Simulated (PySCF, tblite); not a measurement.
# H₈NOSSi₃ radical, a small gas-phase stand-in for a defect centre (Si site with back bonds O[SiH3], S[SiH3], N): EPR parameters

Wanted: the EPR parameters for `N[Si](O[SiH3])S[SiH3]`. It is drawn as: dangling bond.

Programs: tblite 0.8.0 and PySCF 2.14.0. All values are calculated, for the isolated system unless a continuum is named. Atoms count from 0, parts from 1.

## (1) Starting point

14 atoms, charge 0, multiplicity 2; geometry: distance geometry start.

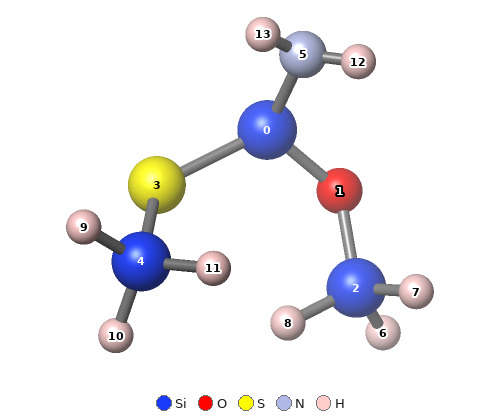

The starting geometry (silicon blue, oxygen red, sulfur yellow, nitrogen light blue, hydrogen pink), atoms numbered.

## (2) Geometry optimisation with GFN2-xTB

The job: settings as JSON, then the geometry in Å.

```
{"job": {"kind": "relax", "xc": "GFN2-xTB", "basis": "xTB"}, "charge": 0, "multiplicity": 2}
Si     0.489003    -1.238763     1.672694
O     -1.045092    -1.967666     2.123995
Si    -2.567172    -1.623509     1.345259
S      0.817925    -0.864710    -0.440781
Si    -0.148386     0.679747    -1.568084
N      1.117784     0.048309     2.811072
H     -3.404325    -2.793676     1.368195
H     -3.262665    -0.592775     2.039449
H     -2.384271    -1.227239     0.008193
H      0.867620     1.541725    -2.095282
H     -0.891739     0.132487    -2.618596
H     -0.998135     1.471754    -0.715864
H      0.447630     0.433029     3.469640
H      1.766658     0.730743     2.398242
```

Level: GFN2-xTB geometry optimisation, gas phase.

Started as:

```
OMP_NUM_THREADS=1 python cluster_run.py task.json out
```

This one command runs all jobs of the session in turn.

Output:

```text
step      E/eV     max force
  0    -532.80445    2.788
  1    -533.14150    2.091
  2    -533.36904    1.174
  3    -533.42762    0.986
  4    -533.53175    0.953
  5    -533.58826    0.690
  6    -533.62658    0.488
  7    -533.65317    0.560
  8    -533.68940    0.625
  9    -533.71877    0.510
 10    -533.74592    0.418
 11    -533.77054    0.459
 12    -533.79756    0.461
 13    -533.82099    0.377
 14    -533.83561    0.329
 15    -533.84807    0.303
 16    -533.86204    0.365
 17    -533.87220    0.402
 18    -533.88091    0.227
 19    -533.88683    0.161
 20    -533.89073    0.186
 21    -533.89589    0.219
 22    -533.90288    0.229
 23    -533.91165    0.229
 24    -533.92101    0.219
 25    -533.92920    0.195
 26    -533.93537    0.226
 27    -533.94163    0.231
 28    -533.94851    0.197
 29    -533.95366    0.189
 30    -533.95700    0.174
 31    -533.95976    0.203
 32    -533.96246    0.180
 33    -533.96481    0.113
 34    -533.96631    0.102
 35    -533.96728    0.082
 36    -533.96817    0.093
 37    -533.96920    0.101
 38    -533.97032    0.096
 39    -533.97127    0.070
 40    -533.97201    0.064
 41    -533.97278    0.078
 42    -533.97368    0.092
 43    -533.97454    0.092
 44    -533.97514    0.058
 45    -533.97547    0.050
 46    -533.97572    0.046
 47    -533.97608    0.053
 48    -533.97656    0.065
 49    -533.97700    0.052
 50    -533.97721    0.025
 51    -533.97729    0.020
 52    -533.97735    0.018
 53    -533.97745    0.023
 54    -533.97760    0.028
 55    -533.97774    0.023
 56    -533.97781    0.020
 57    -533.97786    0.021
 58    -533.97791    0.023
 59    -533.97803    0.031
 60    -533.97830    0.056
 61    -533.97880    0.083
 62    -533.97950    0.093
 63    -533.98014    0.071
 64    -533.98057    0.047
 65    -533.98086    0.048
 66    -533.98117    0.048
 67    -533.98155    0.062
 68    -533.98199    0.072
 69    -533.98248    0.061
 70    -533.98296    0.050
 71    -533.98329    0.052
 72    -533.98351    0.046
 73    -533.98375    0.054
 74    -533.98409    0.059
 75    -533.98463    0.038
 76    -533.98489    0.029
 77    -533.98500    0.027
 78    -533.98507    0.027
 79    -533.98517    0.024
 80    -533.98531    0.041
 81    -533.98551    0.053
 82    -533.98573    0.047
 83    -533.98590    0.036
 84    -533.98599    0.031
 85    -533.98607    0.035
 86    -533.98616    0.035
 87    -533.98630    0.054
 88    -533.98650    0.068
 89    -533.98675    0.055
 90    -533.98699    0.054
 91    -533.98721    0.052
 92    -533.98744    0.068
 93    -533.98774    0.078
 94    -533.98813    0.077
 95    -533.98865    0.075
 96    -533.98927    0.081
 97    -533.98995    0.080
 98    -533.99059    0.079
 99    -533.99110    0.055
100    -533.99152    0.056
101    -533.99189    0.056
102    -533.99199    0.073
103    -533.99239    0.041
104    -533.99251    0.023
105    -533.99257    0.014
106    -533.99260    0.018
107    -533.99266    0.021
108    -533.99273    0.023
109    -533.99281    0.019
110    -533.99286    0.015
111    -533.99290    0.016
112    -533.99296    0.023
113    -533.99308    0.032
114    -533.99335    0.040
115    -533.99381    0.041
116    -533.99438    0.042
117    -533.99486    0.052
118    -533.99523    0.067
119    -533.99555    0.050
120    -533.99579    0.043
121    -533.99613    0.036
122    -533.99644    0.037
123    -533.99675    0.044
124    -533.99703    0.051
125    -533.99731    0.051
126    -533.99760    0.060
127    -533.99792    0.058
128    -533.99823    0.049
129    -533.99858    0.050
130    -533.99882    0.053
131    -533.99913    0.059
132    -533.99937    0.044
133    -533.99948    0.043
134    -533.99965    0.037
135    -533.99980    0.036
136    -534.00002    0.029
137    -534.00011    0.027
138    -534.00020    0.021
139    -534.00029    0.022
140    -534.00039    0.021
141    -534.00052    0.025
142    -534.00069    0.029
143    -534.00086    0.035
144    -534.00092    0.057
145    -534.00111    0.026
146    -534.00121    0.031
147    -534.00151    0.046
148    -534.00181    0.043
149    -534.00224    0.051
150    -534.00266    0.041
151    -534.00312    0.048
152    -534.00353    0.055
153    -534.00371    0.099
154    -534.00417    0.078
155    -534.00444    0.035
156    -534.00473    0.031
157    -534.00495    0.046
158    -534.00509    0.041
159    -534.00530    0.025
160    -534.00546    0.027
161    -534.00571    0.031
162    -534.00598    0.040
163    -534.00614    0.044
164    -534.00626    0.080
165    -534.00646    0.044
166    -534.00670    0.036
167    -534.00700    0.040
168    -534.00729    0.044
169    -534.00753    0.036
170    -534.00774    0.031
171    -534.00798    0.034
172    -534.00825    0.028
173    -534.00847    0.041
174    -534.00867    0.040
175    -534.00879    0.029
176    -534.00894    0.036
177    -534.00913    0.034
178    -534.00952    0.054
179    -534.00990    0.053
180    -534.01026    0.080
181    -534.01054    0.046
182    -534.01064    0.090
183    -534.01114    0.066
184    -534.01153    0.037
185    -534.01206    0.071
186    -534.01240    0.053
187    -534.01283    0.051
188    -534.01314    0.056
189    -534.01337    0.064
190    -534.01368    0.041
191    -534.01396    0.040
192    -534.01418    0.042
193    -534.01441    0.039
194    -534.01457    0.032
195    -534.01481    0.036
196    -534.01514    0.064
197    -534.01555    0.050
198    -534.01600    0.054
199    -534.01652    0.051
200    -534.01696    0.060
201    -534.01696    0.060
202    -534.02250    0.086
203    -534.02351    0.162
204    -534.02438    0.102
205    -534.02511    0.140
206    -534.02644    0.118
207    -534.02719    0.091
208    -534.02761    0.088
209    -534.02794    0.076
210    -534.02755    0.135
211    -534.02868    0.036
212    -534.02884    0.042
213    -534.02909    0.038
214    -534.02923    0.029
215    -534.02938    0.017
216    -534.02933    0.057
217    -534.02951    0.024
218    -534.02955    0.016
219    -534.02958    0.012
220    -534.02960    0.009
221    -534.02961    0.011
222    -534.02962    0.008
223    -534.02962    0.005
```

It took 22 s on 1 thread of AMD EPYC 7R43, shared host.

Along the way:

```
step  energy from step 0 (eV)  largest force (eV/Å)
   0                   0.0000                2.7881
   9                  -0.9143                0.5105
  18                  -1.0765                0.2267
  27                  -1.1372                0.2306
  36                  -1.1637                0.0931
  45                  -1.1710                0.0501
  54                  -1.1732                0.0282
  63                  -1.1757                0.0716
  72                  -1.1791                0.0466
  81                  -1.1811                0.0530
  90                  -1.1825                0.0542
  99                  -1.1866                0.0556
 108                  -1.1883                0.0236
 117                  -1.1904                0.0530
 126                  -1.1932                0.0595
 135                  -1.1954                0.0362
 144                  -1.1965                0.0570
 153                  -1.1993                0.0994
 162                  -1.2015                0.0395
 171                  -1.2035                0.0338
 180                  -1.2058                0.0798
 189                  -1.2089                0.0635
 198                  -1.2115                0.0537
 207                  -1.2227                0.0908
 216                  -1.2249                0.0572
 223                  -1.2252                0.0055
```

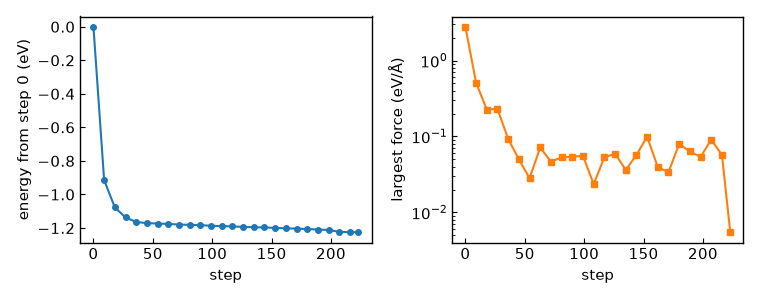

Energy and force, step by step.

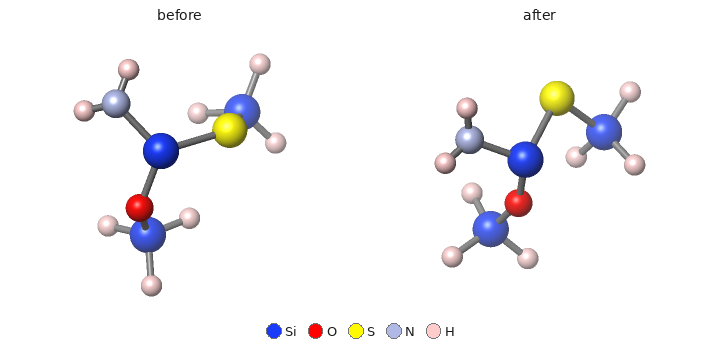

The geometry before (left) and after (right).

Close pairs (by a distance rule), those that changed most:

```
   bond  before (Å)  after (Å)  change (Å)
 Si0–O1       1.757      1.620      -0.137
 O1–Si2       1.744      1.625      -0.119
 Si0–N5       1.830      1.724      -0.106
Si4–H10       1.398      1.457      +0.059
 Si2–H8       1.406      1.460      +0.054
 Si2–H7       1.424      1.462      +0.038
 Si2–H6       1.439      1.461      +0.022
 Si4–H9       1.433      1.454      +0.021
```

## (3) Optimising the geometry at PBE0-D3(BJ)/def2-SVP

The job: settings as JSON, then the geometry in Å.

```
{"job": {"xc": "PBE0", "basis": "def2-SVP", "d3": "d3bj", "grid": 2, "kind": "geom", "shake": 0.01}, "charge": 0, "multiplicity": 2}
Si     1.169522    -0.735083     0.576726
O     -0.456379    -0.899739     0.394181
Si    -2.006654    -0.446569     0.666029
S      1.894142     0.915195    -0.700517
Si     0.598566     0.693415    -2.419421
N      1.444719    -0.137783     2.170646
H     -2.367851    -1.079402     1.932492
H     -2.049504     1.017706     0.762936
H     -2.702021    -0.962587    -0.467258
H      1.169119     1.656145    -3.331725
H      0.690272    -0.677949    -2.872344
H     -0.764370     1.041669    -2.043530
H      1.030582    -0.628736     2.948465
H      2.343380     0.229110     2.397731
```

Output:

```text
step   0  E = -1400.41583316  max force = 0.027309
step   1  E = -1400.42528575  max force = 0.005769
step   2  E = -1400.42571068  max force = 0.001239
step   3  E = -1400.42583041  max force = 0.001764
step   4  E = -1400.42592441  max force = 0.002218
step   5  E = -1400.42604432  max force = 0.002579
step   6  E = -1400.42612757  max force = 0.001723
step   7  E = -1400.42620663  max force = 0.000854
step   8  E = -1400.42626231  max force = 0.001358
step   9  E = -1400.42629894  max force = 0.001162
step  10  E = -1400.42632564  max force = 0.000559
step  11  E = -1400.42634994  max force = 0.000495
step  12  E = -1400.42639505  max force = 0.000955
step  13  E = -1400.42648717  max force = 0.001961
step  14  E = -1400.42655017  max force = 0.002650
step  15  E = -1400.42663537  max force = 0.001586
step  16  E = -1400.42670191  max force = 0.001206
step  17  E = -1400.42672620  max force = 0.000795
step  18  E = -1400.42674593  max force = 0.000462
step  19  E = -1400.42676242  max force = 0.000430
step  20  E = -1400.42676742  max force = 0.000392
optimisation converged
```

It took 9.1 min on 1 thread of AMD EPYC 7R43, shared host; peak memory 0.75 GiB.

The steps of the relaxation:

```
step  energy from step 0 (eV)  largest force component (eV/Å)
   0                   0.0000                          1.4043
   1                  -0.2572                          0.2967
   2                  -0.2688                          0.0637
   3                  -0.2720                          0.0907
   4                  -0.2746                          0.1141
   5                  -0.2779                          0.1326
   6                  -0.2801                          0.0886
   7                  -0.2823                          0.0439
   8                  -0.2838                          0.0698
   9                  -0.2848                          0.0598
  10                  -0.2855                          0.0287
  11                  -0.2862                          0.0255
  12                  -0.2874                          0.0491
  13                  -0.2899                          0.1008
  14                  -0.2916                          0.1363
  15                  -0.2939                          0.0816
  16                  -0.2958                          0.0620
  17                  -0.2964                          0.0409
  18                  -0.2970                          0.0238
  19                  -0.2974                          0.0221
  20                  -0.2975                          0.0202
```

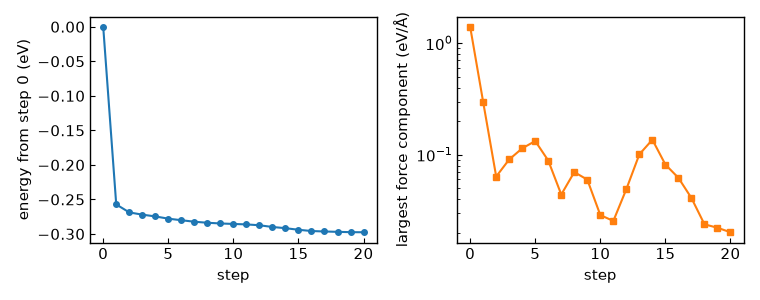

Energy and largest force along the relaxation.

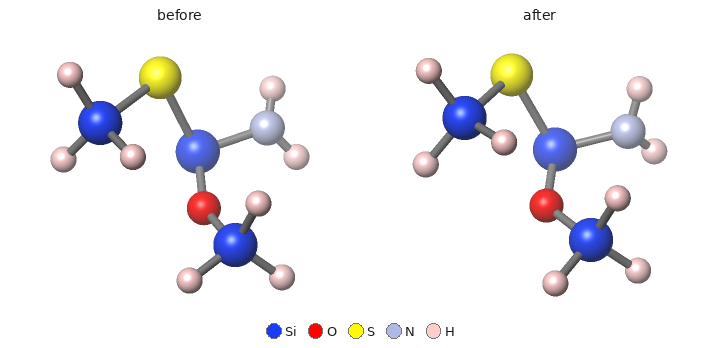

Before and after, at one scale.

Close pairs (by a distance rule), those that changed most:

```
   bond  before (Å)  after (Å)  change (Å)
 Si2–H8       1.426      1.489      +0.063
 Si0–S3       2.209      2.161      -0.048
 Si4–H9       1.444      1.491      +0.048
Si4–H10       1.447      1.490      +0.042
 O1–Si2       1.638      1.674      +0.036
Si4–H11       1.456      1.492      +0.036
 Si2–H6       1.461      1.493      +0.032
 Si0–O1       1.644      1.670      +0.026
```

The final coordinates are the input of the step that follows.

```
                         at the end point                value
  point group (found at 0.08 Å tolerance)                   C1
rotational constants (GHz, main isotopes)  1.882, 1.168, 0.793
                        dipole moment (D)                 2.04
                                     ⟨S²⟩                0.752
```

[end of part 1 of 2]
